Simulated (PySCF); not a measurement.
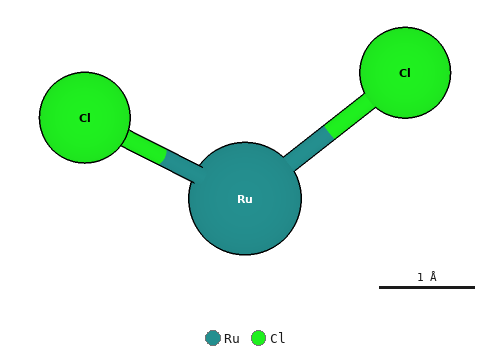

The structure as given in the input (ball-and-stick view, seen at a tilt). Sticks mark near contacts. Bond lengths as drawn: Cl–Ru 2.15 Å.

**Run report: RuCl2 (charge +1), frequency calculation**

RuCl2, charge +1, multiplicity 4, computed with UKS-based PBE0, Ru def2-SVP with ECP28, Cl def2-SVP; non-relativistic Hamiltonian with a scalar-relativistic core potential; density fitting (PySCF 2.14.0).

### Input file
```python
from pyscf import gto, scf, dft
mol = gto.M(atom='''
Ru     0.000000     0.000000    -0.497917
Cl     1.763864     0.000000     0.725742
Cl    -1.763864     0.000000     0.725742''',
    basis={'Ru': 'def2-SVP', 'Cl': 'def2-SVP'},
    ecp={'Ru': 'def2-SVP'},
    charge=1, spin=3)
mf = dft.UKS(mol, xc='PBE0')
mf.grids.atom_grid = (75, 302)
aux = {'Ru': 'def2-universal-JKFIT', 'Cl': 'def2-universal-JKFIT'}
mf = mf.density_fit(auxbasis=aux)
mf.conv_tol = 1e-09
mf.diis_space = 10
mf.max_cycle = 60
mf.verbose = 4
mf.kernel()
```

The script is an equivalent of the set-up of the self-consistent field. The run itself was carried out by a driver, which started from the orbitals of the step before it where there was one and computed the further properties.

Hardware: 2 threads of Arm Neoverse N1, 98 GiB of memory available, shared host.

Launch command:
```bash
OMP_NUM_THREADS=2 python axn.py task.json out
```

### Log
```
init E= -1014.36581639067
  alpha nocc = 26  HOMO = -0.539714071978868  LUMO = -0.376485245227406
  beta  nocc = 23  HOMO = -0.514163860980668  LUMO = -0.39683491214142
  HOMO = -0.514163860981  LUMO = -0.396834912141  gap/eV = 3.19268
cycle= 1 E= -1014.36581639063  delta_E= 3.62e-11  |g|= 8.39e-06  |ddm|= 1.43e-05
  alpha nocc = 26  HOMO = -0.539714925178177  LUMO = -0.376487169114296
  beta  nocc = 23  HOMO = -0.514165703297928  LUMO = -0.396836921091985
  HOMO = -0.514165703298  LUMO = -0.396836921092  gap/eV = 3.19268
Extra cycle  E= -1014.36581639039  delta_E= 2.45e-10  |g|= 2.2e-05  |ddm|= 3.3e-05
converged SCF energy = -1014.36581639039  <S^2> = 3.7701936  2S+1 = 4.0100841
```

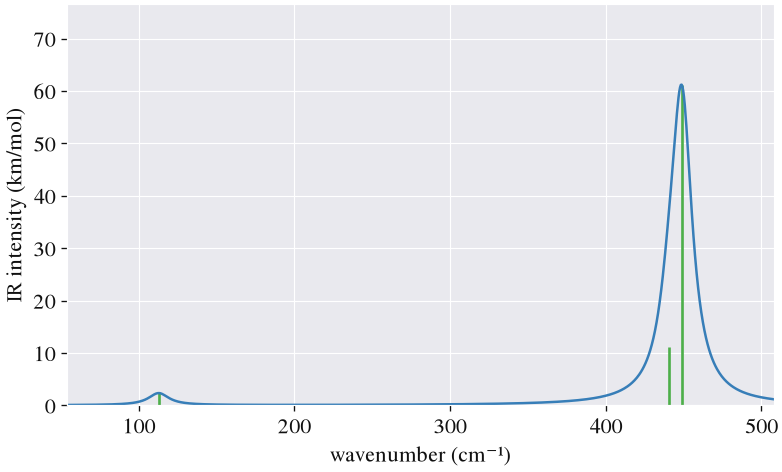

Harmonic infrared spectrum, unscaled: sticks (degenerate modes added up, dark ones marked on the axis) with a Lorentzian envelope of 16 cm⁻¹ full width, scaled to the tallest stick. 3 modes from 113 to 449 cm⁻¹, none imaginary. The strongest line is at 449 cm⁻¹ (61 km/mol). All modes, in cm⁻¹ (km/mol): 113 (2.5), 441 (11.1), 449 (61).

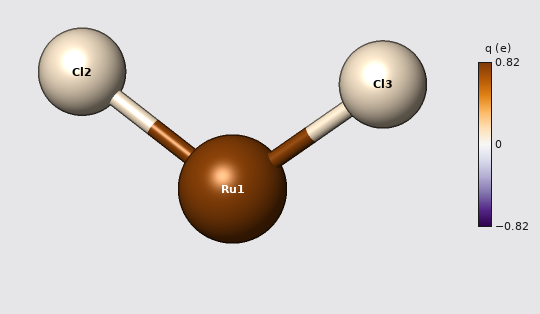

Mulliken charges, as the colour of each atom (ball-and-stick view, seen at a tilt; atoms are numbered from 1 in the order of the input). By element: Ru +0.79 and Cl +0.11 e.

### Summary

| quantity | value |
| --- | --- |
| outcome | converged |
| total energy | −1014.365816 hartree |
| ⟨S²⟩ | 3.770 |
| zero-point energy | 0.002284 hartree |
| wavenumbers, lowest and highest | 113 and 449 cm⁻¹ |
| wall time | 41 s (CPU time 69 s) |
| peak memory | 0.71 GiB |
